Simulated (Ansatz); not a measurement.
# NiSi, pressure series

Base system: NiSi (space group Pnma, No. 62; a = 5.1898 Å, b = 3.3503 Å, c = 5.6236 Å; non-magnetic).

Cell and atoms are relaxed at each pressure.

The values are results of plane-wave PAW DFT at the PBE level (Ansatz, a program for electronic structure, 420 eV), no SOC, earlier PAW set, not measurements.

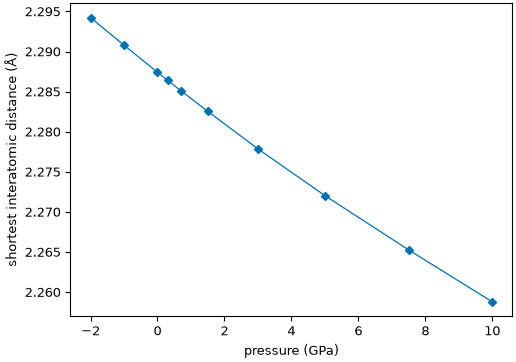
Figure. Shortest interatomic distance against pressure

**Question.** From the plot, what is the shortest interatomic distance for pressure 0.7 GPa?

**Answer.** About 2.285 Å.

**Question.** Is the trend monotonic over the range shown?

**Answer.** Yes, it falls throughout, spanning 2.259 Å to 2.294 Å.

Load acts through the strain it causes; cell and atoms are relaxed under it. No phonon test of stability was made. Competing high-pressure phases were not computed. Seeded moments were not kept for the base. The final runs are not spin-polarised.
